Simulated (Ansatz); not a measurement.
## Molecular dynamics of C₄H₁₀AlN (part 1 of 2)

- system: C₄H₁₀AlN
- method: UKS PBE/STO-3G (Ansatz 0.2.0)

It belongs to a series of runs on one base structure; here: dynamics from the start. Figures and captions count atoms from 1; the log counts them from 0 in places.

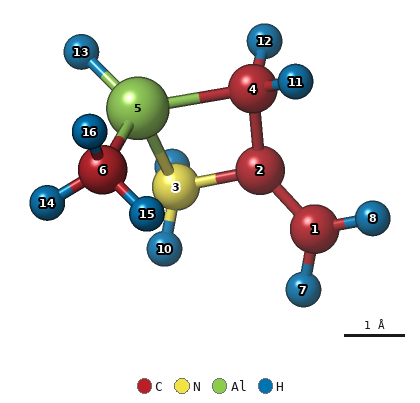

Figure 1. The starting structure (ball-and-stick view, seen at a tilt; atoms are numbered from 1 in the order of the input). Sticks mark near contacts.

**Summary**

| quantity | value |
| --- | --- |
| outcome | finished |
| mean temperature over the second half | 194 K |
| trajectory | 170 steps, 85 fs |
| ensemble | nve_milne |
| temperature in the input | 400.0 K |
| time step | 0.5 fs |
| potential energy (last step) | −12235.9981 eV |
| mean-field energy (last step) | −12235.9981 eV |
| largest force (length of the vector) (last step) | 1.823 eV/Å |
| hardware | 1 thread of Arm Neoverse N1, 16 GiB of memory available, shared host |
| wall time | 24 min |
| peak memory | 0.14 GiB |

**Notes**

So short a trajectory is not equilibrated.

**Input file**
```yaml
crystal:
  periodic: [false, false, false]
  atoms:
    - { symbol: C, position_ang: [-0.044088, -2.257014, 0.57748] }
    - { symbol: C, position_ang: [0.552082, -1.087432, 0.267915] }
    - { symbol: "N", position_ang: [0.465734, -0.514772, -1.156434] }
    - { symbol: C, position_ang: [1.081583, 0.076163, 1.089999] }
    - { symbol: Al, position_ang: [0.369863, 1.294867, -0.282958] }
    - { symbol: C, position_ang: [-1.497822, 1.768839, -0.196604] }
    - { symbol: H, position_ang: [-0.548098, -2.887266, -0.172395] }
    - { symbol: H, position_ang: [-0.061446, -2.613309, 1.61779] }
    - { symbol: H, position_ang: [1.37621, -0.717331, -1.668317] }
    - { symbol: H, position_ang: [-0.286083, -1.008785, -1.720455] }
    - { symbol: H, position_ang: [0.734441, 0.018225, 2.135582] }
    - { symbol: H, position_ang: [2.190608, 0.077308, 1.093482] }
    - { symbol: H, position_ang: [1.355168, 2.188213, -1.006973] }
    - { symbol: H, position_ang: [-1.920448, 1.989702, -1.192798] }
    - { symbol: H, position_ang: [-2.126317, 0.976498, 0.245634] }
    - { symbol: H, position_ang: [-1.664089, 2.673696, 0.413351] }
magnetization:
  spin_polarized: true
basis:
  gaussian: { orbitals: STO-3G }
hamiltonian:
  xc: pbe
md:
  timestep: 0.5
  n_steps: 170
  ensemble: nve_milne
  temperature: 400.0
  initial_velocities: maxwell_boltzmann
  seed: 497818
```

Launched with:
```bash
ansatz run input.yaml --threads 1 --pin off --max-ram 2048MiB --backend cpu --events-out ev --progress --plain --runs-dir out
```

**Log**
```
Engine: ansatz 0.2.0, aarch64-unknown-linux-gnu
Functional definition: PBE
  parameter kappa = 0.804
  parameter beta = 0.06672455060314922
  exchange = pbe_x(kappa = kappa, mu = beta*pi^2/3)
  correlation = pbe_c(beta = beta)
644 factors; integrals over basis functions are off by at most 1.7e-5 eV
mean field evaluation 1: about -12234.6161 eV, gradient 1.8e1 eV
mean field evaluation 2: about -12232.7893 eV, gradient 2.5e1 eV
mean field evaluation 4: about -12236.5815 eV, gradient 1.5e0 eV
mean field evaluation 8: about -12236.4082 eV, gradient 7.0e-2 eV
mean field evaluation 16: about -12236.4083 eV, gradient 1.0e-5 eV
mean field -12236.40826022 eV, -449.6797094278 hartree, gradient 1.0e-5 eV, S^2 0.000000; 0 other end points of the search recorded, 0 dependent functions left out
the calculation of the forces begins
reference -12236.40829024 eV, -449.6797105310 hartree; 27, 27 occupied and 17, 17 virtual orbitals, 644 factors
md step     0: t =     0.00 fs  T =   400.0 K  F+E_penalty+E_count = -12236.40826022 eV  E_kin = 0.723856 eV  conserved = -12235.68440423 eV  (28 SCF iters)
these checks for a lower state are left out or cut short: starts, cluster_reference, orbital_swaps, neighbouring_geometries, increment
644 factors; integrals over basis functions are off by at most 1.7e-5 eV
mean field -12236.39223820 eV, -449.6791206294 hartree, gradient 2.2e-5 eV, S^2 0.000000; 0 other end points of the search recorded, 0 dependent functions left out
the calculation of the forces begins
reference -12236.39226822 eV, -449.6791217326 hartree; 27, 27 occupied and 17, 17 virtual orbitals, 644 factors
md step     1: t =     0.50 fs  T =   391.3 K  F+E_penalty+E_count = -12236.39223820 eV  E_kin = 0.708051 eV  conserved = -12235.68418695 eV  (30 SCF iters)
[... from here on the SCF iterations and repeated set-up lines of each step are left out, up to the last step ...]
md step     2: t =     1.00 fs  T =   366.9 K  F+E_penalty+E_count = -12236.34828708 eV  E_kin = 0.663896 eV  conserved = -12235.68439144 eV  (30 SCF iters)
md step     3: t =     1.50 fs  T =   332.0 K  F+E_penalty+E_count = -12236.28526005 eV  E_kin = 0.600779 eV  conserved = -12235.68448105 eV  (29 SCF iters)
md step     4: t =     2.00 fs  T =   292.9 K  F+E_penalty+E_count = -12236.21449712 eV  E_kin = 0.530071 eV  conserved = -12235.68442568 eV  (25 SCF iters)
md step     5: t =     2.50 fs  T =   255.3 K  F+E_penalty+E_count = -12236.14634611 eV  E_kin = 0.461925 eV  conserved = -12235.68442133 eV  (23 SCF iters)
md step     6: t =     3.00 fs  T =   222.7 K  F+E_penalty+E_count = -12236.08735080 eV  E_kin = 0.402920 eV  conserved = -12235.68443105 eV  (25 SCF iters)
md step     7: t =     3.50 fs  T =   196.1 K  F+E_penalty+E_count = -12236.03930674 eV  E_kin = 0.354859 eV  conserved = -12235.68444753 eV  (25 SCF iters)
md step     8: t =     4.00 fs  T =   174.7 K  F+E_penalty+E_count = -12236.00064025 eV  E_kin = 0.316194 eV  conserved = -12235.68444661 eV  (25 SCF iters)
md step     9: t =     4.50 fs  T =   157.0 K  F+E_penalty+E_count = -12235.96857668 eV  E_kin = 0.284200 eV  conserved = -12235.68437638 eV  (24 SCF iters)
md step    10: t =     5.00 fs  T =   141.9 K  F+E_penalty+E_count = -12235.94122623 eV  E_kin = 0.256775 eV  conserved = -12235.68445090 eV  (24 SCF iters)
md step    11: t =     5.50 fs  T =   129.5 K  F+E_penalty+E_count = -12235.91883237 eV  E_kin = 0.234377 eV  conserved = -12235.68445507 eV  (24 SCF iters)
md step    12: t =     6.00 fs  T =   121.2 K  F+E_penalty+E_count = -12235.90373652 eV  E_kin = 0.219358 eV  conserved = -12235.68437842 eV  (24 SCF iters)
md step    13: t =     6.50 fs  T =   118.8 K  F+E_penalty+E_count = -12235.89952146 eV  E_kin = 0.215074 eV  conserved = -12235.68444714 eV  (24 SCF iters)
md step    14: t =     7.00 fs  T =   124.3 K  F+E_penalty+E_count = -12235.90935739 eV  E_kin = 0.224907 eV  conserved = -12235.68445080 eV  (24 SCF iters)
md step    15: t =     7.50 fs  T =   138.0 K  F+E_penalty+E_count = -12235.93419905 eV  E_kin = 0.249778 eV  conserved = -12235.68442152 eV  (25 SCF iters)
md step    16: t =     8.00 fs  T =   158.6 K  F+E_penalty+E_count = -12235.97143852 eV  E_kin = 0.287013 eV  conserved = -12235.68442538 eV  (25 SCF iters)
md step    17: t =     8.50 fs  T =   182.4 K  F+E_penalty+E_count = -12236.01444783 eV  E_kin = 0.330020 eV  conserved = -12235.68442798 eV  (25 SCF iters)
md step    18: t =     9.00 fs  T =   204.2 K  F+E_penalty+E_count = -12236.05393470 eV  E_kin = 0.369478 eV  conserved = -12235.68445622 eV  (30 SCF iters)
md step    19: t =     9.50 fs  T =   218.9 K  F+E_penalty+E_count = -12236.08059731 eV  E_kin = 0.396199 eV  conserved = -12235.68439808 eV  (30 SCF iters)
md step    20: t =    10.00 fs  T =   223.1 K  F+E_penalty+E_count = -12236.08810726 eV  E_kin = 0.403698 eV  conserved = -12235.68440896 eV  (30 SCF iters)
md step    21: t =    10.50 fs  T =   216.0 K  F+E_penalty+E_count = -12236.07543141 eV  E_kin = 0.390970 eV  conserved = -12235.68446120 eV  (29 SCF iters)
md step    22: t =    11.00 fs  T =   200.5 K  F+E_penalty+E_count = -12236.04717139 eV  E_kin = 0.362764 eV  conserved = -12235.68440782 eV  (30 SCF iters)
md step    23: t =    11.50 fs  T =   181.0 K  F+E_penalty+E_count = -12236.01190486 eV  E_kin = 0.327481 eV  conserved = -12235.68442391 eV  (25 SCF iters)
md step    24: t =    12.00 fs  T =   162.8 K  F+E_penalty+E_count = -12235.97903959 eV  E_kin = 0.294602 eV  conserved = -12235.68443772 eV  (25 SCF iters)
md step    25: t =    12.50 fs  T =   149.8 K  F+E_penalty+E_count = -12235.95560989 eV  E_kin = 0.271166 eV  conserved = -12235.68444422 eV  (24 SCF iters)
md step    26: t =    13.00 fs  T =   143.8 K  F+E_penalty+E_count = -12235.94469237 eV  E_kin = 0.260253 eV  conserved = -12235.68443941 eV  (25 SCF iters)
md step    27: t =    13.50 fs  T =   144.3 K  F+E_penalty+E_count = -12235.94550456 eV  E_kin = 0.261115 eV  conserved = -12235.68438994 eV  (24 SCF iters)
md step    28: t =    14.00 fs  T =   149.5 K  F+E_penalty+E_count = -12235.95498533 eV  E_kin = 0.270525 eV  conserved = -12235.68446010 eV  (25 SCF iters)
md step    29: t =    14.50 fs  T =   157.7 K  F+E_penalty+E_count = -12235.96975215 eV  E_kin = 0.285313 eV  conserved = -12235.68443874 eV  (25 SCF iters)
md step    30: t =    15.00 fs  T =   167.4 K  F+E_penalty+E_count = -12235.98731351 eV  E_kin = 0.302939 eV  conserved = -12235.68437489 eV  (24 SCF iters)
md step    31: t =    15.50 fs  T =   178.0 K  F+E_penalty+E_count = -12236.00661250 eV  E_kin = 0.322157 eV  conserved = -12235.68445571 eV  (25 SCF iters)
md step    32: t =    16.00 fs  T =   189.8 K  F+E_penalty+E_count = -12236.02782849 eV  E_kin = 0.343391 eV  conserved = -12235.68443704 eV  (23 SCF iters)
md step    33: t =    16.50 fs  T =   203.1 K  F+E_penalty+E_count = -12236.05187386 eV  E_kin = 0.367465 eV  conserved = -12235.68440905 eV  (23 SCF iters)
md step    34: t =    17.00 fs  T =   218.4 K  F+E_penalty+E_count = -12236.07969798 eV  E_kin = 0.395267 eV  conserved = -12235.68443089 eV  (25 SCF iters)
md step    35: t =    17.50 fs  T =   235.8 K  F+E_penalty+E_count = -12236.11119980 eV  E_kin = 0.426769 eV  conserved = -12235.68443126 eV  (24 SCF iters)
md step    36: t =    18.00 fs  T =   254.2 K  F+E_penalty+E_count = -12236.14447031 eV  E_kin = 0.460011 eV  conserved = -12235.68445980 eV  (25 SCF iters)
md step    37: t =    18.50 fs  T =   271.4 K  F+E_penalty+E_count = -12236.17550942 eV  E_kin = 0.491112 eV  conserved = -12235.68439723 eV  (25 SCF iters)
md step    38: t =    19.00 fs  T =   284.2 K  F+E_penalty+E_count = -12236.19879454 eV  E_kin = 0.514375 eV  conserved = -12235.68441999 eV  (25 SCF iters)
md step    39: t =    19.50 fs  T =   289.9 K  F+E_penalty+E_count = -12236.20909603 eV  E_kin = 0.524610 eV  conserved = -12235.68448591 eV  (25 SCF iters)
md step    40: t =    20.00 fs  T =   286.8 K  F+E_penalty+E_count = -12236.20346690 eV  E_kin = 0.519083 eV  conserved = -12235.68438348 eV  (30 SCF iters)
md step    41: t =    20.50 fs  T =   275.3 K  F+E_penalty+E_count = -12236.18258478 eV  E_kin = 0.498169 eV  conserved = -12235.68441613 eV  (30 SCF iters)
md step    42: t =    21.00 fs  T =   257.6 K  F+E_penalty+E_count = -12236.15064076 eV  E_kin = 0.466165 eV  conserved = -12235.68447576 eV  (24 SCF iters)
md step    43: t =    21.50 fs  T =   237.2 K  F+E_penalty+E_count = -12236.11367311 eV  E_kin = 0.429259 eV  conserved = -12235.68441446 eV  (25 SCF iters)
md step    44: t =    22.00 fs  T =   217.2 K  F+E_penalty+E_count = -12236.07748416 eV  E_kin = 0.393061 eV  conserved = -12235.68442356 eV  (29 SCF iters)
md step    45: t =    22.50 fs  T =   199.7 K  F+E_penalty+E_count = -12236.04586658 eV  E_kin = 0.361431 eV  conserved = -12235.68443559 eV  (25 SCF iters)
md step    46: t =    23.00 fs  T =   185.5 K  F+E_penalty+E_count = -12236.02017566 eV  E_kin = 0.335722 eV  conserved = -12235.68445318 eV  (25 SCF iters)
md step    47: t =    23.50 fs  T =   174.5 K  F+E_penalty+E_count = -12236.00018282 eV  E_kin = 0.315760 eV  conserved = -12235.68442238 eV  (25 SCF iters)
md step    48: t =    24.00 fs  T =   166.2 K  F+E_penalty+E_count = -12235.98507133 eV  E_kin = 0.300676 eV  conserved = -12235.68439567 eV  (24 SCF iters)
md step    49: t =    24.50 fs  T =   160.1 K  F+E_penalty+E_count = -12235.97425382 eV  E_kin = 0.289784 eV  conserved = -12235.68446977 eV  (24 SCF iters)
md step    50: t =    25.00 fs  T =   156.4 K  F+E_penalty+E_count = -12235.96754173 eV  E_kin = 0.283115 eV  conserved = -12235.68442657 eV  (25 SCF iters)
md step    51: t =    25.50 fs  T =   155.0 K  F+E_penalty+E_count = -12235.96481700 eV  E_kin = 0.280423 eV  conserved = -12235.68439406 eV  (25 SCF iters)
md step    52: t =    26.00 fs  T =   155.4 K  F+E_penalty+E_count = -12235.96574086 eV  E_kin = 0.281284 eV  conserved = -12235.68445686 eV  (25 SCF iters)
md step    53: t =    26.50 fs  T =   157.6 K  F+E_penalty+E_count = -12235.96960971 eV  E_kin = 0.285174 eV  conserved = -12235.68443526 eV  (25 SCF iters)
md step    54: t =    27.00 fs  T =   160.9 K  F+E_penalty+E_count = -12235.97557778 eV  E_kin = 0.291158 eV  conserved = -12235.68441939 eV  (25 SCF iters)
md step    55: t =    27.50 fs  T =   164.9 K  F+E_penalty+E_count = -12235.98281270 eV  E_kin = 0.298389 eV  conserved = -12235.68442340 eV  (25 SCF iters)
md step    56: t =    28.00 fs  T =   169.0 K  F+E_penalty+E_count = -12235.99032938 eV  E_kin = 0.305885 eV  conserved = -12235.68444437 eV  (25 SCF iters)
md step    57: t =    28.50 fs  T =   172.7 K  F+E_penalty+E_count = -12235.99690200 eV  E_kin = 0.312451 eV  conserved = -12235.68445110 eV  (24 SCF iters)
md step    58: t =    29.00 fs  T =   175.0 K  F+E_penalty+E_count = -12236.00103168 eV  E_kin = 0.316636 eV  conserved = -12235.68439601 eV  (24 SCF iters)
md step    59: t =    29.50 fs  T =   175.2 K  F+E_penalty+E_count = -12236.00143094 eV  E_kin = 0.316984 eV  conserved = -12235.68444655 eV  (23 SCF iters)
md step    60: t =    30.00 fs  T =   173.2 K  F+E_penalty+E_count = -12235.99794802 eV  E_kin = 0.313488 eV  conserved = -12235.68445986 eV  (24 SCF iters)
md step    61: t =    30.50 fs  T =   170.0 K  F+E_penalty+E_count = -12235.99207320 eV  E_kin = 0.307672 eV  conserved = -12235.68440093 eV  (23 SCF iters)
md step    62: t =    31.00 fs  T =   167.0 K  F+E_penalty+E_count = -12235.98666505 eV  E_kin = 0.302224 eV  conserved = -12235.68444090 eV  (23 SCF iters)
md step    63: t =    31.50 fs  T =   165.9 K  F+E_penalty+E_count = -12235.98470771 eV  E_kin = 0.300265 eV  conserved = -12235.68444297 eV  (24 SCF iters)
md step    64: t =    32.00 fs  T =   167.8 K  F+E_penalty+E_count = -12235.98803264 eV  E_kin = 0.303595 eV  conserved = -12235.68443796 eV  (23 SCF iters)
md step    65: t =    32.50 fs  T =   172.7 K  F+E_penalty+E_count = -12235.99691006 eV  E_kin = 0.312483 eV  conserved = -12235.68442665 eV  (23 SCF iters)
md step    66: t =    33.00 fs  T =   180.2 K  F+E_penalty+E_count = -12236.01043747 eV  E_kin = 0.326025 eV  conserved = -12235.68441239 eV  (25 SCF iters)
md step    67: t =    33.50 fs  T =   189.6 K  F+E_penalty+E_count = -12236.02761708 eV  E_kin = 0.343151 eV  conserved = -12235.68446608 eV  (24 SCF iters)
md step    68: t =    34.00 fs  T =   201.0 K  F+E_penalty+E_count = -12236.04809123 eV  E_kin = 0.363675 eV  conserved = -12235.68441666 eV  (27 SCF iters)
md step    69: t =    34.50 fs  T =   214.2 K  F+E_penalty+E_count = -12236.07197593 eV  E_kin = 0.387574 eV  conserved = -12235.68440218 eV  (25 SCF iters)
md step    70: t =    35.00 fs  T =   229.2 K  F+E_penalty+E_count = -12236.09915422 eV  E_kin = 0.414685 eV  conserved = -12235.68446912 eV  (30 SCF iters)
md step    71: t =    35.50 fs  T =   245.3 K  F+E_penalty+E_count = -12236.12837180 eV  E_kin = 0.443949 eV  conserved = -12235.68442279 eV  (30 SCF iters)
md step    72: t =    36.00 fs  T =   261.1 K  F+E_penalty+E_count = -12236.15693686 eV  E_kin = 0.472524 eV  conserved = -12235.68441282 eV  (30 SCF iters)
md step    73: t =    36.50 fs  T =   274.5 K  F+E_penalty+E_count = -12236.18118261 eV  E_kin = 0.496743 eV  conserved = -12235.68443972 eV  (30 SCF iters)
md step    74: t =    37.00 fs  T =   283.5 K  F+E_penalty+E_count = -12236.19744236 eV  E_kin = 0.513010 eV  conserved = -12235.68443256 eV  (30 SCF iters)
md step    75: t =    37.50 fs  T =   286.7 K  F+E_penalty+E_count = -12236.20328069 eV  E_kin = 0.518848 eV  conserved = -12235.68443293 eV  (30 SCF iters)
md step    76: t =    38.00 fs  T =   283.9 K  F+E_penalty+E_count = -12236.19808065 eV  E_kin = 0.513676 eV  conserved = -12235.68440505 eV  (29 SCF iters)
md step    77: t =    38.50 fs  T =   275.4 K  F+E_penalty+E_count = -12236.18290701 eV  E_kin = 0.498461 eV  conserved = -12235.68444564 eV  (30 SCF iters)
md step    78: t =    39.00 fs  T =   262.8 K  F+E_penalty+E_count = -12236.16000837 eV  E_kin = 0.475555 eV  conserved = -12235.68445309 eV  (30 SCF iters)
md step    79: t =    39.50 fs  T =   247.4 K  F+E_penalty+E_count = -12236.13211771 eV  E_kin = 0.447725 eV  conserved = -12235.68439253 eV  (30 SCF iters)
md step    80: t =    40.00 fs  T =   230.8 K  F+E_penalty+E_count = -12236.10206477 eV  E_kin = 0.417619 eV  conserved = -12235.68444621 eV  (25 SCF iters)
md step    81: t =    40.50 fs  T =   214.5 K  F+E_penalty+E_count = -12236.07256066 eV  E_kin = 0.388106 eV  conserved = -12235.68445461 eV  (24 SCF iters)
md step    82: t =    41.00 fs  T =   199.8 K  F+E_penalty+E_count = -12236.04589684 eV  E_kin = 0.361487 eV  conserved = -12235.68441007 eV  (24 SCF iters)
md step    83: t =    41.50 fs  T =   187.4 K  F+E_penalty+E_count = -12236.02361987 eV  E_kin = 0.339190 eV  conserved = -12235.68443012 eV  (23 SCF iters)
md step    84: t =    42.00 fs  T =   177.8 K  F+E_penalty+E_count = -12236.00621048 eV  E_kin = 0.321772 eV  conserved = -12235.68443854 eV  (24 SCF iters)
md step    85: t =    42.50 fs  T =   170.7 K  F+E_penalty+E_count = -12235.99337422 eV  E_kin = 0.308933 eV  conserved = -12235.68444169 eV  (23 SCF iters)
md step    86: t =    43.00 fs  T =   166.0 K  F+E_penalty+E_count = -12235.98476071 eV  E_kin = 0.300350 eV  conserved = -12235.68441091 eV  (24 SCF iters)
md step    87: t =    43.50 fs  T =   163.6 K  F+E_penalty+E_count = -12235.98054988 eV  E_kin = 0.296129 eV  conserved = -12235.68442089 eV  (24 SCF iters)
md step    88: t =    44.00 fs  T =   164.2 K  F+E_penalty+E_count = -12235.98166250 eV  E_kin = 0.297202 eV  conserved = -12235.68446066 eV  (24 SCF iters)
md step    89: t =    44.50 fs  T =   168.4 K  F+E_penalty+E_count = -12235.98916984 eV  E_kin = 0.304758 eV  conserved = -12235.68441169 eV  (29 SCF iters)
md step    90: t =    45.00 fs  T =   176.2 K  F+E_penalty+E_count = -12236.00324677 eV  E_kin = 0.318829 eV  conserved = -12235.68441799 eV  (22 SCF iters)
md step    91: t =    45.50 fs  T =   186.7 K  F+E_penalty+E_count = -12236.02229254 eV  E_kin = 0.337838 eV  conserved = -12235.68445486 eV  (25 SCF iters)
md step    92: t =    46.00 fs  T =   198.0 K  F+E_penalty+E_count = -12236.04272931 eV  E_kin = 0.358304 eV  conserved = -12235.68442515 eV  (24 SCF iters)
md step    93: t =    46.50 fs  T =   207.4 K  F+E_penalty+E_count = -12236.05981207 eV  E_kin = 0.375394 eV  conserved = -12235.68441768 eV  (25 SCF iters)
md step    94: t =    47.00 fs  T =   212.5 K  F+E_penalty+E_count = -12236.06900018 eV  E_kin = 0.384573 eV  conserved = -12235.68442766 eV  (30 SCF iters)
md step    95: t =    47.50 fs  T =   211.6 K  F+E_penalty+E_count = -12236.06743548 eV  E_kin = 0.382993 eV  conserved = -12235.68444233 eV  (30 SCF iters)
md step    96: t =    48.00 fs  T =   204.8 K  F+E_penalty+E_count = -12236.05498907 eV  E_kin = 0.370563 eV  conserved = -12235.68442617 eV  (29 SCF iters)
md step    97: t =    48.50 fs  T =   193.3 K  F+E_penalty+E_count = -12236.03426854 eV  E_kin = 0.349857 eV  conserved = -12235.68441160 eV  (29 SCF iters)
md step    98: t =    49.00 fs  T =   179.8 K  F+E_penalty+E_count = -12236.00978929 eV  E_kin = 0.325331 eV  conserved = -12235.68445823 eV  (24 SCF iters)
md step    99: t =    49.50 fs  T =   167.0 K  F+E_penalty+E_count = -12235.98666457 eV  E_kin = 0.302225 eV  conserved = -12235.68443942 eV  (24 SCF iters)
md step   100: t =    50.00 fs  T =   157.4 K  F+E_penalty+E_count = -12235.96928327 eV  E_kin = 0.284867 eV  conserved = -12235.68441586 eV  (24 SCF iters)
md step   101: t =    50.50 fs  T =   152.5 K  F+E_penalty+E_count = -12235.96047208 eV  E_kin = 0.276021 eV  conserved = -12235.68445106 eV  (23 SCF iters)
md step   102: t =    51.00 fs  T =   152.9 K  F+E_penalty+E_count = -12235.96113401 eV  E_kin = 0.276694 eV  conserved = -12235.68444040 eV  (24 SCF iters)
md step   103: t =    51.50 fs  T =   158.1 K  F+E_penalty+E_count = -12235.97045469 eV  E_kin = 0.286023 eV  conserved = -12235.68443158 eV  (24 SCF iters)
md step   104: t =    52.00 fs  T =   166.9 K  F+E_penalty+E_count = -12235.98648808 eV  E_kin = 0.302063 eV  conserved = -12235.68442541 eV  (23 SCF iters)
md step   105: t =    52.50 fs  T =   178.2 K  F+E_penalty+E_count = -12236.00693649 eV  E_kin = 0.322503 eV  conserved = -12235.68443386 eV  (24 SCF iters)
md step   106: t =    53.00 fs  T =   191.0 K  F+E_penalty+E_count = -12236.03007700 eV  E_kin = 0.345629 eV  conserved = -12235.68444769 eV  (25 SCF iters)
md step   107: t =    53.50 fs  T =   204.9 K  F+E_penalty+E_count = -12236.05522688 eV  E_kin = 0.370816 eV  conserved = -12235.68441128 eV  (24 SCF iters)
md step   108: t =    54.00 fs  T =   220.0 K  F+E_penalty+E_count = -12236.08253033 eV  E_kin = 0.398100 eV  conserved = -12235.68443073 eV  (25 SCF iters)
md step   109: t =    54.50 fs  T =   236.4 K  F+E_penalty+E_count = -12236.11218035 eV  E_kin = 0.427729 eV  conserved = -12235.68445140 eV  (25 SCF iters)
md step   110: t =    55.00 fs  T =   253.6 K  F+E_penalty+E_count = -12236.14339645 eV  E_kin = 0.458979 eV  conserved = -12235.68441736 eV  (30 SCF iters)
md step   111: t =    55.50 fs  T =   270.5 K  F+E_penalty+E_count = -12236.17386556 eV  E_kin = 0.489438 eV  conserved = -12235.68442786 eV  (30 SCF iters)
md step   112: t =    56.00 fs  T =   284.8 K  F+E_penalty+E_count = -12236.19987563 eV  E_kin = 0.515440 eV  conserved = -12235.68443607 eV  (29 SCF iters)
md step   113: t =    56.50 fs  T =   294.4 K  F+E_penalty+E_count = -12236.21717695 eV  E_kin = 0.532748 eV  conserved = -12235.68442924 eV  (30 SCF iters)
md step   114: t =    57.00 fs  T =   297.2 K  F+E_penalty+E_count = -12236.22223796 eV  E_kin = 0.537814 eV  conserved = -12235.68442347 eV  (30 SCF iters)
```
